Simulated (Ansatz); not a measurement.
**H₃S+ (triplet): one geometry, many settings at distance S1–H2 = 2.567 Å**

What do other methods and options give for H₃S+ (triplet) at this geometry, and how long do they take?

Computed with Ansatz 0.2.0, Gaussian basis. Level: the settings change from run to run.

22 further runs of the same task are left out: 1 for a mislabelled method, 16 that didn't finish, 5 set aside as unsound or not needed.

### Step 1. The geometry

The geometry derives from a PBE0/def2-TZVP stationary point (not a proven minimum). One bond is set to the value named and the two fragments are kept rigid.

4 atoms, charge 1, spin multiplicity 3.

Atoms are counted from 1 here; the program's logs count them from 0.

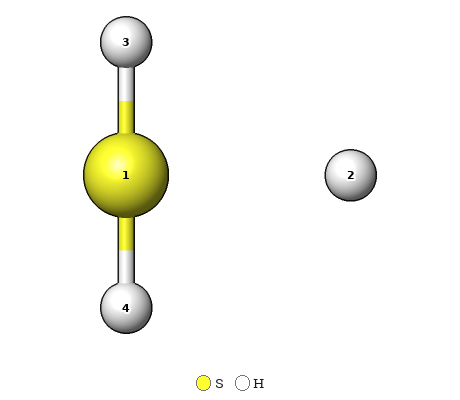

The structure; sulfur yellow, hydrogen white; atoms are numbered from 1 in the order of the file.

Geometry (Å):

```xyz
4
charge 1, multiplicity 3
S     0.0000   -0.0738    0.0000
H     0.0000    2.4932    0.0000
H     0.0000   -0.0719    1.5201
H     0.0000   -0.0719   -1.5201
```

### Step 2. MP2 on UHF/6-31G

The input, in.yaml:

```yaml
crystal:
  periodic: [false, false, false]
  atoms:
    - {symbol: S, position_ang: [0.000000, -0.073848, 0.000000]}
    - {symbol: H, position_ang: [0.000000, 2.493152, 0.000000]}
    - {symbol: H, position_ang: [0.000000, -0.071937, 1.520127]}
    - {symbol: H, position_ang: [0.000000, -0.071937, -1.520127]}
basis:
  gaussian: {orbitals: 6-31G}
total_charge: 1
magnetization: {spin_polarized: true, initial_magnetization: 2}
correlation: {method: mp2, electrons: valence}
```

The run is started by

```
> ansatz run in.yaml --threads 1 --pin off --events-out ev --progress --plain --max-ram 2393MiB
```

Log:

```text
Functional definition: HF
  name "HF"
  cite "Fock, Z. Phys. 61, 126 (1930) doi:10.1007/BF01340294"
  parent pbe
  exchange = exact_x
  correlation = 0
236 factors; integrals over basis functions are off by at most 3.1e-4 eV
mean field evaluation 1: about -10847.0971 eV, gradient 8.1e0 eV
mean field evaluation 2: about -10847.1017 eV, gradient 8.1e0 eV
mean field evaluation 4: about -10848.1710 eV, gradient 1.7e0 eV
mean field evaluation 8: about -10848.3008 eV, gradient 1.9e-2 eV
mean field evaluation 16: about -10848.2213 eV, gradient 3.7e-4 eV
mean field evaluation 32: about -10848.2596 eV, gradient 3.8e-1 eV
mean field evaluation 64: about -10848.2213 eV, gradient 4.9e-5 eV
mean field -10848.30049796 eV, -398.6676900577 hartree, gradient 1.3e-6 eV, S^2 2.012943; 12 other end points of the search recorded, 0 dependent functions left out
5 core orbitals not correlated: weight in the atoms' cores, before any rotation towards them, 1.000 or more for the frozen orbitals, at most 0.000 for the correlated occupied ones
reference -10848.30049796 eV, -398.6676900577 hartree; 5, 3 occupied and 9, 11 virtual orbitals, 236 factors
second order -1.23025859 eV of doubles, -0.00000000 eV of singles
Total energy: -10849.53075655 eV, -398.7129012270 hartree
```

Run time: 0.18 s. Hardware: 1 thread of Intel Xeon 6975P-C, shared host.

From the report: ⟨S²⟩ of the determinant 2.013 (pure triplet: 2.00).

### Step 3. HF/6-31G

Edit in.yaml of step 2 so:

```diff
@@ -11,2 +11,4 @@
 magnetization: {spin_polarized: true, initial_magnetization: 2}
-correlation: {method: mp2, electrons: valence}
+hamiltonian: {xc: hf}
+accuracy: high
+output: {orbitals: {seedname: orbitals}}
```

The command is unchanged.

Log:

```text
Functional definition: HF
  name "HF"
  cite "Fock, Z. Phys. 61, 126 (1930) doi:10.1007/BF01340294"
  parent pbe
  exchange = exact_x
  correlation = 0
396 factors; integrals over basis functions are off by at most 4.0e-9 eV
mean field evaluation 1: about -10847.0997 eV, gradient 8.1e0 eV
mean field evaluation 2: about -10847.1040 eV, gradient 8.1e0 eV
mean field evaluation 4: about -10848.1717 eV, gradient 1.7e0 eV
mean field evaluation 8: about -10848.3009 eV, gradient 1.9e-2 eV
mean field evaluation 16: about -10848.2533 eV, gradient 9.6e-1 eV
mean field evaluation 32: about -10840.7055 eV, gradient 1.5e1 eV
mean field evaluation 64: about -10848.2214 eV, gradient 5.4e-2 eV
mean field evaluation 96: about -10847.1028 eV, gradient 8.1e0 eV
mean field -10848.30069241 eV, -398.6676972036 hartree, gradient 2.7e-8 eV, S^2 2.012942; 3 other end points of the search recorded, 0 dependent functions left out
reference -10848.30069241 eV, -398.6676972036 hartree; 10, 8 occupied and 9, 11 virtual orbitals, 396 factors
Total energy: -10848.30069241 eV, -398.6676972036 hartree
```

Wall time 0.18 s (1 thread of Intel Xeon 6975P-C, shared host).

From the report: ⟨S²⟩ of the determinant 2.013 (pure triplet: 2.00).

### Step 4. MRCISD+Q(2,4)/6-31G

Edit in.yaml of step 3 so:

```diff
@@ -10,5 +10,3 @@
 total_charge: 1
-magnetization: {spin_polarized: true, initial_magnetization: 2}
-hamiltonian: {xc: hf}
-accuracy: high
-output: {orbitals: {seedname: orbitals}}
+magnetization: {spin_polarized: false, initial_magnetization: 2}
+correlation: {method: fic_mrcisd_q, electrons: outside_noble_gas, active_space: {window: {electrons: 2, orbitals: 4}}}
```

The command is unchanged.

Log (excerpt; [...] marks lines left out):

```text
Functional definition: HF
  name "HF"
  cite "Fock, Z. Phys. 61, 126 (1930) doi:10.1007/BF01340294"
  parent pbe
[...]
236 factors; integrals over basis functions are off by at most 3.1e-4 eV
[...]
mean field -10848.23053023 eV, -398.6651187912 hartree, gradient 2.3e-6 eV, S^2 2.000000; 8 other end points of the search recorded, 0 dependent functions left out
reference -10848.23053023 eV, -398.6651187912 hartree; 10, 8 occupied and 9, 11 virtual orbitals, 236 factors
state -10848.23269405 eV, -398.6651983100 hartree
contracted CI cycle   1: correlation 0.00000000 eV, 0.0000000000 hartree, residual 8.42e0 eV
contracted CI cycle   2: correlation -1.56052806 eV, -0.0573483484 hartree, residual 1.91e0 eV
contracted CI cycle   3: correlation -1.67594240 eV, -0.0615897474 hartree, residual 5.59e-1 eV
contracted CI cycle   4: correlation -1.68343284 eV, -0.0618650160 hartree, residual 1.56e-1 eV
contracted CI cycle   5: correlation -1.68409287 eV, -0.0618892716 hartree, residual 5.89e-2 eV
contracted CI cycle   6: correlation -1.68424559 eV, -0.0618948840 hartree, residual 2.95e-2 eV
contracted CI cycle   7: correlation -1.68428725 eV, -0.0618964147 hartree, residual 2.04e-2 eV
contracted CI cycle   8: correlation -1.68430199 eV, -0.0618969563 hartree, residual 1.11e-2 eV
contracted CI cycle   9: correlation -1.68430512 eV, -0.0618970716 hartree, residual 3.58e-3 eV
contracted CI cycle  10: correlation -1.68430551 eV, -0.0618970857 hartree, residual 1.67e-3 eV
contracted CI cycle  11: correlation -1.68430567 eV, -0.0618970915 hartree, residual 1.59e-3 eV
contracted CI cycle  12: correlation -1.68430573 eV, -0.0618970938 hartree, residual 5.69e-4 eV
state -10848.23269405 eV, -398.6651983100 hartree; corrected -10850.00640313 eV, -398.7303809166 hartree
WARN: 2 active orbitals are nearly empty or full. The corrections depend on them more than the energy does, and are more stable in an active space without them
Total energy: -10850.00640313 eV, -398.7303809166 hartree
```

It took 0.6 s on 1 thread of Intel Xeon 6975P-C, shared host.

From the report: 8 determinants; active occupations 1.00, 1.00, 0.00, 0.00. The report marks this result as in doubt.

### Step 5. BCCD(T) on UHF/6-31G

Edit in.yaml of step 4 so:

```diff
@@ -10,3 +10,4 @@
 total_charge: 1
-magnetization: {spin_polarized: false, initial_magnetization: 2}
-correlation: {method: fic_mrcisd_q, electrons: outside_noble_gas, active_space: {window: {electrons: 2, orbitals: 4}}}
+magnetization: {spin_polarized: true, initial_magnetization: 2}
+correlation: {method: bccd_t, electrons: outside_noble_gas}
+output: {forces: true}
```

The command is unchanged.

Log (excerpt; [...] marks lines left out):

```text
Functional definition: HF
  name "HF"
  cite "Fock, Z. Phys. 61, 126 (1930) doi:10.1007/BF01340294"
  parent pbe
[...]
236 factors; integrals over basis functions are off by at most 3.1e-4 eV
[...]
mean field -10848.30049796 eV, -398.6676900577 hartree, gradient 1.3e-6 eV, S^2 2.012943; 16 other end points of the search recorded, 0 dependent functions left out
determinant -10848.30049796 eV, -398.6676900577 hartree, with singles and doubles -10849.95958596 eV, -398.7286604174 hartree
determinant -10848.22129588 eV, -398.6647794350 hartree, with singles and doubles -10849.87366102 eV, -398.7255027338 hartree
determinant -10847.74269333 eV, -398.6471911160 hartree, with singles and doubles -10849.21742517 eV, -398.7013865114 hartree
determinant -10847.03406860 eV, -398.6211496374 hartree, with singles and doubles -10848.20479873 eV, -398.6641731760 hartree
[...]
5 core orbitals not correlated: weight in the atoms' cores, before any rotation towards them, 1.000 or more for the frozen orbitals, at most 0.000 for the correlated occupied ones
reference -10848.30049796 eV, -398.6676900577 hartree; 5, 3 occupied and 9, 11 virtual orbitals, 236 factors
second order -1.23025859 eV of doubles, -0.00000000 eV of singles
cycle   1  -1.65991946 eV  change   -2.7e-4 eV  update   5.0e-3
[...]
cycle  19  -1.65618601 eV  change    1.1e-8 eV  update   4.2e-8
perturbative correction -0.02123992 eV, -0.0007805527 hartree
[...]
Total energy: -10849.97792389 eV, -398.7293343237 hartree
Atom 0 at     0.000000    -0.073848     0.000000 Å, force    -0.000000    -0.545795    -0.000000 eV/Å
Atom 1 at     0.000000     2.493152     0.000000 Å, force    -0.000000     0.479689    -0.000000 eV/Å
Atom 2 at     0.000000    -0.071937     1.520127 Å, force     0.000000     0.033053    -1.932101 eV/Å
Atom 3 at     0.000000    -0.071937    -1.520127 Å, force     0.000000     0.033053     1.932101 eV/Å
Dipole moment:    -0.000000    -0.125610     0.000000 e Å
```

Run time: 1.2 s. Hardware: 1 thread of Intel Xeon 6975P-C, shared host.

From the report: ⟨S²⟩ of the determinant 2.013 (pure triplet: 2.00); correlation -1.6774 eV; largest double amplitude 0.13.

### Step 6. CISD/def2-SVPD

Edit in.yaml of step 5 so:

```diff
@@ -8,6 +8,7 @@
 basis:
-  gaussian: {orbitals: 6-31G}
+  gaussian: {orbitals: def2-SVPD}
 total_charge: 1
-magnetization: {spin_polarized: true, initial_magnetization: 2}
-correlation: {method: bccd_t, electrons: outside_noble_gas}
+magnetization: {spin_polarized: false, initial_magnetization: 2}
+correlation: {active_space: {ras: {orbitals: [3, 2, 41], electrons: 8, max_holes: 2, max_particles: 2}, fixed_orbitals: true}}
+scf: {lower_state_search: off}
 output: {forces: true}
```

Launched as before.

Log (excerpt; [...] marks lines left out):

```text
Functional definition: HF
  name "HF"
  cite "Fock, Z. Phys. 61, 126 (1930) doi:10.1007/BF01340294"
  parent pbe
[...]
486 factors; integrals over basis functions are off by at most 1.4e-3 eV
[...]
mean field -10846.14546853 eV, -398.5884941871 hartree, gradient 2.7e-6 eV, S^2 2.000000; 0 other end points of the search recorded, 0 dependent functions left out
reference -10846.14546853 eV, -398.5884941871 hartree; 10, 8 occupied and 41, 43 virtual orbitals, 486 factors
state -10850.37989251 eV, -398.7441063981 hartree
[...]
Total energy: -10850.37989251 eV, -398.7441063981 hartree
Atom 0 at     0.000000    -0.073848     0.000000 Å, force    -0.000000    -0.561645     0.000000 eV/Å
Atom 1 at     0.000000     2.493152     0.000000 Å, force    -0.000000     0.343577    -0.000000 eV/Å
Atom 2 at     0.000000    -0.071937     1.520127 Å, force     0.000000     0.109034    -2.486929 eV/Å
Atom 3 at     0.000000    -0.071937    -1.520127 Å, force     0.000000     0.109034     2.486929 eV/Å
Dipole moment:    -0.000000    -0.103122    -0.000000 e Å
Checks for a lower state left out: starts, cluster_reference, orbital_swaps, neighbouring_geometries, increment
```

Run time: 2.8 s. Hardware: 1 thread of Intel Xeon 6975P-C, shared host.

From the report: 36,128 determinants.

### Step 7. CCSD/aug-cc-pVDZ

The input, in.yaml:

```yaml
crystal:
  periodic: [false, false, false]
  atoms:
    - {symbol: S, position_ang: [0.000000, -0.073848, 0.000000]}
    - {symbol: H, position_ang: [0.000000, 2.493152, 0.000000]}
    - {symbol: H, position_ang: [0.000000, -0.071937, 1.520127]}
    - {symbol: H, position_ang: [0.000000, -0.071937, -1.520127]}
basis:
  gaussian: {orbitals: aug-cc-pVDZ}
total_charge: 1
magnetization: {spin_polarized: true, initial_magnetization: 2}
hamiltonian: {xc: {name: PBE0}}
correlation: {method: ccsd, electrons: all, diis_vectors: 4}
```

Same command.

Log (excerpt; [...] marks lines left out):

```text
Functional definition: PBE0
  name "PBE0"
  cite "Adamo & Barone, J. Chem. Phys. 110, 6158 (1999) doi:10.1063/1.478522"
  cite "Perdew, Burke & Ernzerhof, Phys. Rev. Lett. 77, 3865 (1996) doi:10.1103/PhysRevLett.77.3865"
  parent pbe
[...]
533 factors; integrals over basis functions are off by at most 9.6e-4 eV
[...]
mean field -10864.37975182 eV, -399.2585917384 hartree, gradient 1.5e-6 eV, S^2 2.085829; 7 other end points of the search recorded, 0 dependent functions left out
reference -10849.29076678 eV, -398.7040817656 hartree; 10, 8 occupied and 44, 46 virtual orbitals, 533 factors
second order -3.95926333 eV of doubles, -0.23521337 eV of singles
cycle   1  -4.62544441 eV  change   -4.3e-1 eV  update   6.5e-2
[...]
cycle  21  -4.92267114 eV  change    5.7e-6 eV  update   8.8e-6
Total energy: -10854.21343791 eV, -398.8849865933 hartree
```

Run time: 5.5 s. Hardware: 1 thread of Intel Xeon 6975P-C, shared host.

From the report: ⟨S²⟩ of the determinant 2.086 (pure triplet: 2.00); correlation -4.9227 eV; T1 0.058; largest double amplitude 0.12. The orbitals are Kohn-Sham ones, so correlation energy and T1 don't compare with those on Hartree-Fock orbitals.

### Step 8. All runs side by side

Where basis and cores are those of an earlier FCI/6-31G run (-10849.9873 eV), and the state is the same kind, the miss against it is given. † marks a result that the program doubts.

```csv
level,correlated,functions,energy (eV),from FCI (meV),time
MP2 on UHF/6-31G,valence,19,-10849.5308,456.5,0.18 s
HF/6-31G,,19,-10848.3007,1686.6,0.18 s
"MRCISD+Q(2,4)/6-31G †",outside noble gas,19,-10850.0064,-19.1,0.6 s
BCCD(T) on UHF/6-31G,outside noble gas,19,-10849.9779,9.4,1.2 s
CISD/def2-SVPD,valence,51,-10850.3799,,2.8 s
CCSD/aug-cc-pVDZ (on PBE0 orbitals),all,54,-10854.2134,,5.5 s
```

### Step 9. Summary of results

| quantity | value |
| --- | --- |
| runs | 6 |
| quickest | MP2 on UHF/6-31G, 0.18 s |
| slowest | CCSD/aug-cc-pVDZ (on PBE0 orbitals), 5.5 s |

Total energies in different bases, with other cores or another treatment of relativity can't be set against each other. CCSD/aug-cc-pVDZ (on PBE0 orbitals) took 31 times as long as MP2 on UHF/6-31G; the jobs differ in more than the method. Among the correlated runs with a miss given, it spans -19 to +457 meV. Hartree-Fock, CASSCF and CASCI lack dynamic correlation by design.
